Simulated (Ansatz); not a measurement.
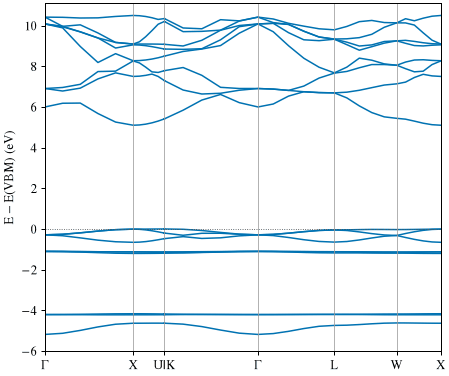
Fig. 1. Band structure from the program Ansatz at the HSE06 level (PAW)

Task: Read off the gap and where the band edges lie.

Result: About 5.1 eV (5.10 eV among the points solved); maximum at K, minimum at X.

Task: Which compound is it?
A. ScTaPb2O6, Fm-3m (Sc on 4a, Ta on 4b, Pb on 8c, O on 24e)
B. Li2H6Pt, Fm-3m (Li on 8c, H on 24e, Pt on 4a)
C. K2LiRhF6, Fm-3m (K on 8c, Li on 4b, Rh on 4a, F on 24e)
D. Rb2H6Pt, Fm-3m (Rb on 8c, H on 24e, Pt on 4a)

Result: D, Rb2H6Pt, Fm-3m (Rb on 8c, H on 24e, Pt on 4a)

The first step of the workflow began from a Materials Project structure, measured or hypothetical; the Crystallography Open Database copy checked does not list it. Its standing as an ambient phase is unchecked. Symmetry was held in the HSE06 relaxation; its stability against distortions is not shown here. The run is not spin-polarised. The hybrid was solved on a coarse mesh, the path and, where they were found, the r²SCAN edge points; its band edges are the extreme levels among these. Scalar-relativistic: spin–orbit coupling is off unless named, which matters more the heavier the elements.

Potentials: the later of the program's two PAW sets.
